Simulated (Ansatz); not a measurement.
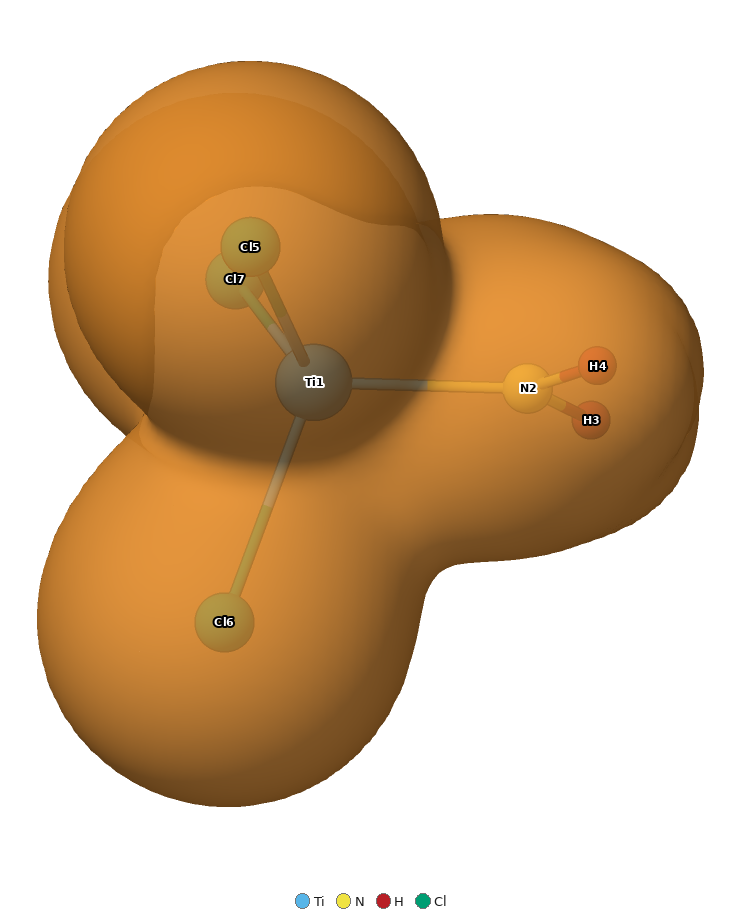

Cl3H2NTi. Isosurface of the electron density at 0.05 e/Å³ (orange), seen from one side.

Level of theory: RKS B3LYP-D4/def2-SVP in Ansatz 0.2.0.

```csv
atom,x (Å),y (Å),z (Å)
Ti,0.0079,-0.0085,0.0293
N,0.0153,-0.0193,1.8625
H,-0.7935,-0.2604,2.4353
H,0.8127,0.2577,2.4343
Cl,2.1029,0.0280,-0.5946
Cl,-1.0514,1.7890,-0.6659
Cl,-1.0918,-1.7865,-0.6285
```

Which contacts does the surface bridge?

At this value the surface is in one piece. It bridges the sampled Ti–N (1.83 Å), Ti–Cl (2.19 Å) and N–H (1.02 Å) contacts, where the density stays above the isovalue. On the grid the lowest density along these lines, outside the cores, is 1.1 e/Å³ (Ti–N, 1.83 Å), 0.63 e/Å³ (Ti–Cl, 2.19 Å) and 2.2 e/Å³ (N–H, 1.02 Å).
